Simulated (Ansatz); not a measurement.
A series of calculations on BH2Cl2F

**1. Relaxation**

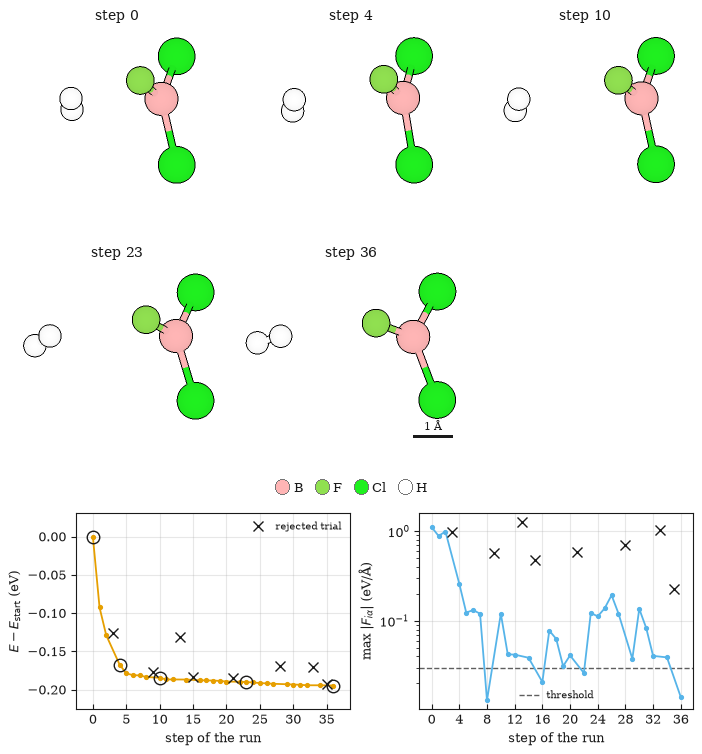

Frames of a relaxation of BH$_{2}$Cl$_{2}$F, marked on the history of the run. A ball-and-stick model, seen at a tilt.

The run prepares an end point of a later path (reaction) calculation, from a guessed geometry.

Level of theory: Ansatz 0.2.0, RKS BHLYP/6-31G*. Set-up: no spin polarisation; force threshold 0.03 eV/Å; at most 50 steps.

What happens along the run?

Over 28 accepted moves (36 points after the start) the energy falls by 0.195 eV. Largest force component: 1.1 eV/Å at the start, 0.014 eV/Å at the end. The line search rejected the trial steps at points 3, 9, 13, 15, 21, 28, 33, 35 of the run. The forces were under the threshold at step 8, but the run went on from there. An H atom moves most after the best rigid fit: 1.27 Å. By element the largest moves are H 1.27 Å, Cl 0.70 Å, B 0.46 Å, F 0.37 Å. Near-neighbour distances that change, for instance: H–H 0.703 → 0.735 Å, B–F 1.311 → 1.304 Å. The run took 94 s on 1 thread of Arm Neoverse V2, with other jobs on the host, peak memory 0.14 GiB. From step 0 to 4: an H atom moves most (0.36 Å), energy −0.167 eV. From step 4 to 10: an H atom moves most (0.29 Å), energy −0.017 eV. From step 10 to 23: an H atom moves most (0.33 Å), energy −0.006 eV. From step 23 to 36: an H atom moves most (0.33 Å), energy −0.004 eV.

| step | E − E(0), eV | largest force component, eV/Å | note |
| --- | --- | --- | --- |
| 0 | 0.0000 | 1.1175 |  |
| 1 | -0.0926 | 0.8905 |  |
| 2 | -0.1288 | 0.9949 |  |
| 3 | -0.1261 | 0.9816 | rejected |
| 4 | -0.1672 | 0.2598 |  |
| 5 | -0.1786 | 0.1237 |  |
| 6 | -0.1811 | 0.1321 |  |
| 7 | -0.1814 | 0.1202 |  |
| 8 | -0.1835 | 0.0129 |  |
| 9 | -0.1773 | 0.5732 | rejected |
| 10 | -0.1845 | 0.1203 |  |
| 11 | -0.1866 | 0.0423 |  |
| 13 | -0.1311 | 1.2836 | rejected |
| 14 | -0.1868 | 0.0387 |  |
| 15 | -0.1836 | 0.4766 | rejected |
| 17 | -0.1879 | 0.0778 |  |
| 18 | -0.1881 | 0.0629 |  |
| 20 | -0.1894 | 0.0411 |  |
| 21 | -0.1847 | 0.5813 | rejected |
| 22 | -0.1897 | 0.0262 |  |
| 24 | -0.1906 | 0.1122 |  |
| 25 | -0.1914 | 0.1381 |  |
| 26 | -0.1918 | 0.1937 |  |
| 28 | -0.1688 | 0.7110 | rejected |
| 29 | -0.1929 | 0.0377 |  |
| 31 | -0.1936 | 0.0834 |  |
| 32 | -0.1942 | 0.0406 |  |
| 33 | -0.1701 | 1.0492 | rejected |
| 35 | -0.1923 | 0.2294 | rejected |
| 36 | -0.1946 | 0.0141 |  |

**2. Relaxation**

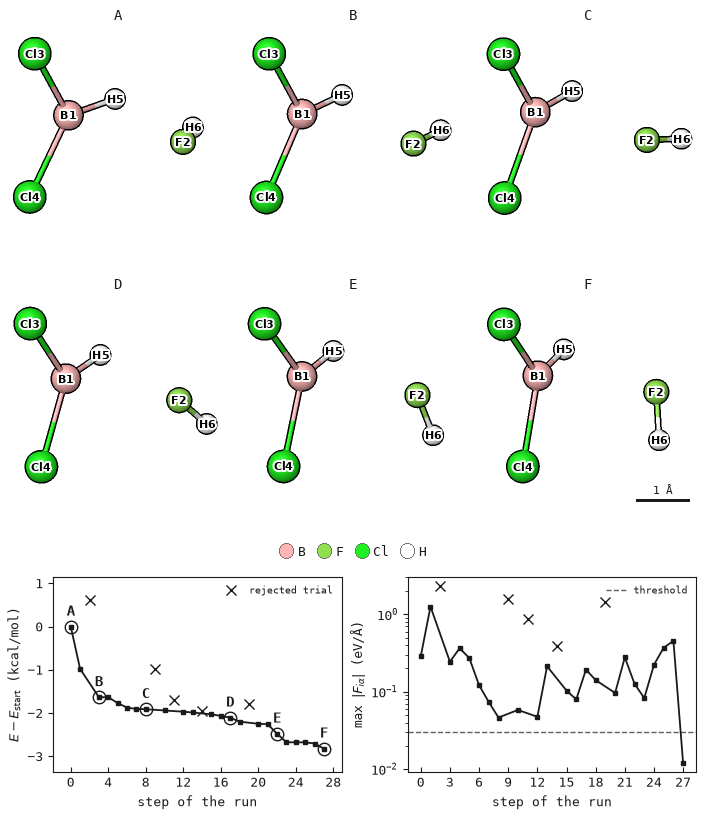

Frames of a relaxation of BH₂Cl₂F, marked on the history of the run. The picture is a ball-and-stick view, seen at a tilt.

The run prepares an end point of a later path (reaction) calculation, from a guessed geometry.

Level of theory: RKS BHLYP/6-31G* in Ansatz 0.2.0. Settings: no spin polarisation; force threshold 0.03 eV/Å; at most 50 steps.

### Describe the path.

The largest move after the best rigid fit is that of H6, 1.01 Å. Largest moves by element: H 1.01 Å, F 0.49 Å, Cl 0.45 Å, B 0.19 Å. Some distances before and after: B1–Cl4 1.738 → 1.760 Å, B1–H5 1.183 → 1.174 Å. Over 22 accepted moves (27 points after the start) the energy falls by 2.82 kcal/mol. Largest force component: 0.29 eV/Å at the start, 0.012 eV/Å at the end. The line search rejected the trial steps at points 2, 9, 11, 14, 19 of the run. Cost: 76 s on 1 thread of Arm Neoverse V2, with other jobs on the host, peak memory 0.14 GiB. From step 0 to 3: H6 moves most (0.27 Å), energy −1.63 kcal/mol. From step 3 to 8: H6 moves most (0.20 Å), energy −0.28 kcal/mol. From step 8 to 17: H6 moves most (0.30 Å), energy −0.20 kcal/mol. From step 17 to 22: H6 moves most (0.26 Å), energy −0.37 kcal/mol. From step 22 to 27: H6 moves most (0.31 Å), energy −0.35 kcal/mol.

| step | E − E(0), kcal/mol | largest force component, eV/Å | note |
| --- | --- | --- | --- |
| 0 | 0.00 | 0.2879 |  |
| 1 | -0.98 | 1.2597 |  |
| 2 | 0.61 | 2.3533 | rejected |
| 3 | -1.63 | 0.2444 |  |
| 4 | -1.63 | 0.3652 |  |
| 5 | -1.77 | 0.2714 |  |
| 6 | -1.87 | 0.1215 |  |
| 7 | -1.90 | 0.0734 |  |
| 8 | -1.91 | 0.0463 |  |
| 9 | -0.98 | 1.5813 | rejected |
| 10 | -1.94 | 0.0582 |  |
| 11 | -1.70 | 0.8620 | rejected |
| 12 | -1.97 | 0.0474 |  |
| 13 | -1.99 | 0.2130 |  |
| 14 | -1.96 | 0.3902 | rejected |
| 15 | -2.03 | 0.1035 |  |
| 16 | -2.06 | 0.0795 |  |
| 17 | -2.11 | 0.1934 |  |
| 18 | -2.20 | 0.1414 |  |
| 19 | -1.78 | 1.4497 | rejected |
| 20 | -2.25 | 0.0964 |  |
| 21 | -2.26 | 0.2780 |  |
| 22 | -2.48 | 0.1265 |  |
| 23 | -2.67 | 0.0828 |  |
| 24 | -2.68 | 0.2235 |  |
| 25 | -2.68 | 0.3708 |  |
| 26 | -2.70 | 0.4543 |  |
| 27 | -2.82 | 0.0118 |  |

**3. Path**

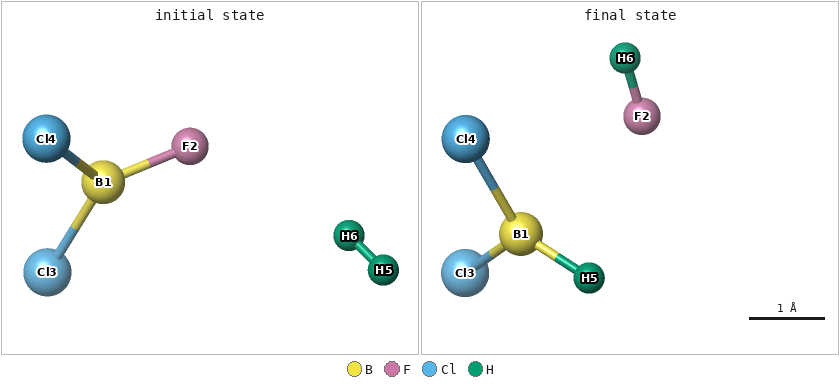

The two relaxed end points of a path for BH2Cl2F, made up at the start of BCl₂F and H2. Style: ball-and-stick. Shown from a free direction.

Level of theory: Ansatz 0.2.0, RKS BHLYP/6-31G*.

Set-up: 9 movable images; climbing image; force threshold 0.05 eV/Å; iteration limit 53.

Start:
```xyz
6

B     0.0297    0.5180   -0.4712
F     0.0074    0.4192    0.8292
Cl    1.5650    0.5765   -1.2898
Cl   -1.4769    0.5866   -1.3408
H    -0.0077   -2.6774    1.9818
H    -0.0061   -1.9489    1.8850
```

End:
```xyz
6

B     0.1781   -0.7001   -0.5059
F     0.1926   -0.2662    1.9148
Cl    1.5310    0.3017   -0.9462
Cl   -1.4636   -0.0838   -0.6586
H     0.3387   -1.8349   -0.2529
H    -0.6654    0.0574    2.0430
```

> Predict the minimum-energy path and its barrier.

Forward barrier 240.3 kJ/mol, backward barrier 109.8 kJ/mol, with image 6 at the top; the reaction energy is +130.5 kJ/mol. Breaking: B1–F2 (1.30 → 1.58 at the top → 2.46 Å), H5–H6 (0.73 → 1.05 at the top → 3.14 Å). Forming: B1–H5 (4.03 → 1.30 at the top → 1.17 Å), F2–H6 (2.59 → 1.15 at the top → 0.93 Å). The band converged in 46 iterations. The largest component of the band force went from 87 to 0.036 eV/Å. The climbing image converged on the top of the path. Its vibrational analysis gives one imaginary mode (1498i cm⁻¹), as a transition state must have.

Energies of the converged images:

```json
{"image": "0", "path (Å)": "0.00", "E (kJ/mol)": "0.0"}
{"image": "1", "path (Å)": "0.55", "E (kJ/mol)": "0.4"}
{"image": "2", "path (Å)": "1.10", "E (kJ/mol)": "0.9"}
{"image": "3", "path (Å)": "1.65", "E (kJ/mol)": "3.6"}
{"image": "4", "path (Å)": "2.20", "E (kJ/mol)": "22.2"}
{"image": "5", "path (Å)": "2.75", "E (kJ/mol)": "100.0"}
{"image": "6", "path (Å)": "3.30", "E (kJ/mol)": "240.3"}
{"image": "7", "path (Å)": "3.97", "E (kJ/mol)": "154.0"}
{"image": "8", "path (Å)": "4.63", "E (kJ/mol)": "134.6"}
{"image": "9", "path (Å)": "5.30", "E (kJ/mol)": "133.1"}
{"image": "10", "path (Å)": "5.97", "E (kJ/mol)": "130.5"}
```

The geometry at the top of the path:

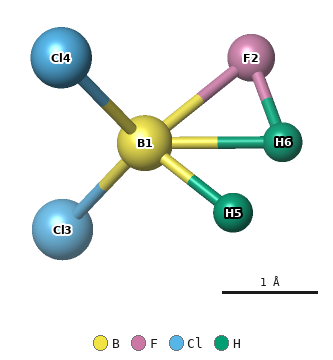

Limits of the set-up: the start holds two separate molecules, 2.6 Å apart at their closest, whose relative position is a soft coordinate and is computed without a dispersion correction.

Cost: 16 min on 1 thread of Arm Neoverse V2 (shared host), peak memory 0.14 GiB.
